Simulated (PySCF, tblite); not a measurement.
# C3H10BNOP radical: geometry, infrared bands and EPR parameters

Wanted: the infrared bands and EPR parameters of C3H10BNOP radical (`[CH2]N(C)B(P)OC`), by calculation.

The runs use tblite 0.8.0 and PySCF 2.14.0, with density-fitted response routines of our own; the level of theory stands in each step. All values are computed, except where a source is named. Atoms count from 0, in the outputs and in this text.

### Step 1. The starting structure

17 atoms, charge 0, multiplicity 2; geometry from: force field or distance geometry start.

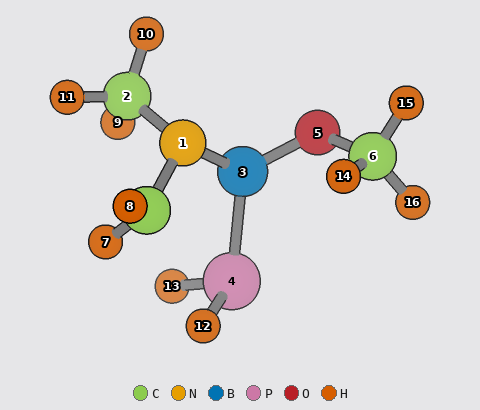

As it starts; carbon green, nitrogen amber, boron blue, phosphorus pink, oxygen red, hydrogen orange, atoms numbered.

### Step 2. Geometry optimisation with GFN2-xTB

What the job is given:

```
{"job": {"kind": "relax", "xc": "GFN2-xTB", "basis": "xTB"}, "charge": 0, "multiplicity": 2}
C     -1.136400    -0.092400     1.315000
N     -0.496800     0.748900     0.355000
C     -1.454500     1.415200    -0.490900
B      0.332000    -0.134100    -0.560700
P     -0.095800    -2.039300    -0.497800
O      1.631500     0.283200    -1.046100
C      2.644200     0.054400    -0.106900
H     -1.960400    -0.698600     0.934000
H     -1.270000     0.313800     2.326300
H     -1.783500     0.719100    -1.307600
H     -1.045100     2.344100    -0.952500
H     -2.400700     1.664000     0.062900
H     -0.499000    -2.372500     0.864800
H     -1.239800    -2.288600    -1.355200
H      2.243200     0.061100     0.927200
H      3.333000     0.930100    -0.150900
H      3.191000    -0.896400    -0.326600
```

Command:

```sh
OMP_NUM_THREADS=1 python probes_run.py task.json out
```

One launch serves the whole session: the jobs run in the order shown.

**Question.** This job is followed by: GFN2-xTB harmonic vibrations, gas phase; UKS B3LYP, pcH-1 on B C H N O P, non-relativistic, mean-field spin-orbit, GIAO. What will the session give for the following? strongest single infrared mode (GFN2-xTB); zero-point energy (GFN2-xTB); g(iso) (B3LYP); ⟨S²⟩; largest a(iso) (averaged by class); potential on the surface of density 0.002 e/bohr³, 1st and 99th percentile.

The runs gave:

| quantity | value |
| --- | --- |
| strongest single infrared mode (GFN2-xTB) | 1215 cm⁻¹, 416 km/mol |
| zero-point energy (GFN2-xTB) | 81.4 kcal/mol |
| g(iso) (B3LYP) | 2.00280 |
| ⟨S²⟩ | 0.754 (exact 0.75) |
| largest a(iso) (averaged by class) | 13C on C0, 66.6 MHz |
| potential on the surface of density 0.002 e/bohr³, 1st and 99th percentile | -1.03 V and 0.78 V |

Relaxing lowered the energy by 3.123 eV in 137 steps; the close pair that moved most is N1–B3, from 1.518 to 1.428 Å. The lowest mode is imaginary (60i cm⁻¹), so the xTB geometry is not a minimum: the zero-point energy counts the real modes alone, and all values at this geometry belong to a saddle point. The strongest single mode, at 1215 cm⁻¹, is carried by O5, B3, C6. GFN2-xTB is a fitted tight-binding method: band positions and strengths are rough. Its intensities can rank the bands wrongly. C0 carries the largest spin population, 0.86 e. The isotropic g lies 0.5 ppt above the free-electron value.
